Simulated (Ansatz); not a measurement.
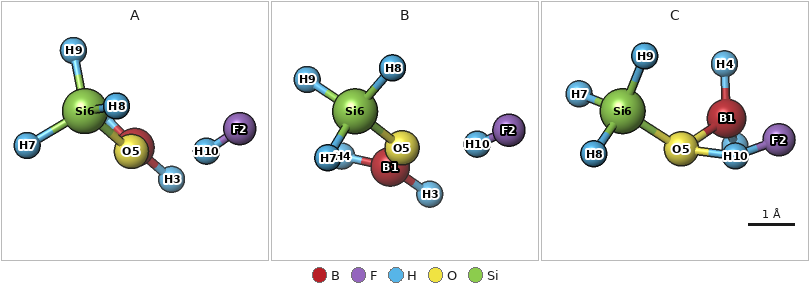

3 geometries from a converged minimum-energy path of BSiH$_{6}$OF, shuffled. Style: ball-and-stick. Shown at a tilt.

Level of theory: RKS PBE0-D4/6-31G* in Ansatz 0.2.0. Settings: 5 movable images; climbing image; force threshold 0.05 eV/Å; iteration limit 60; starting path through a guess of the saddle point.

Which frame is the transition state?

C. In order along the path, whose images run from 0 to 6: C (image 2, +0.79 eV), A (image 4, +0.45 eV), B (image 5, +0.43 eV). Breaking: B1–F2 (1.37 → 1.64 at the top → 3.77 Å), O5–H10 (0.97 → 1.31 at the top → 1.78 Å). Forming: B1–O5 (1.71 → 1.51 at the top → 1.36 Å), F2–H10 (2.48 → 1.10 at the top → 0.94 Å).

Cost: 8.4 min on 1 thread of Arm Neoverse V2, with other jobs on the host, peak memory 0.15 GiB.
